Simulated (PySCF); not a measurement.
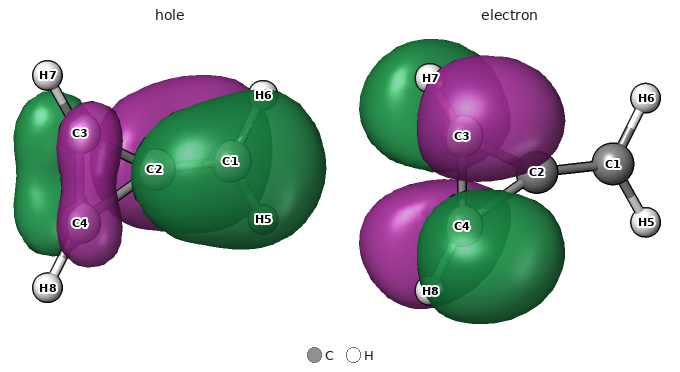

*C4H4, SMILES `C=C1C=C1`. Leading natural transition orbital pair of S₁ (TDA singlet states); the surfaces enclose about 85 % of each orbital's density.*

Method: PBE/def2-SVP; geometry: GFN2-xTB; program: PySCF. No frequency check shows the geometry to be a minimum. Without diffuse functions Rydberg states are missing, so the states' numbers hold for this basis only.

Give its energy, strength and character.

3.90 eV (318 nm), f = 0.013, π → π*, charge transfer, whose energy this functional puts too low; the leading pair carries 99 %; hole on C1 (49 %), C2 (30 %) and C3 and C4 (6 % each), electron on C3 and C4 (40 % each), C2 (7 %) and H7 and H8 (6 % each); their centroids lie 1.9 Å apart. In canonical orbitals it is mainly HOMO → LUMO (95 %). The HOMO–LUMO gap is 3.40 eV.
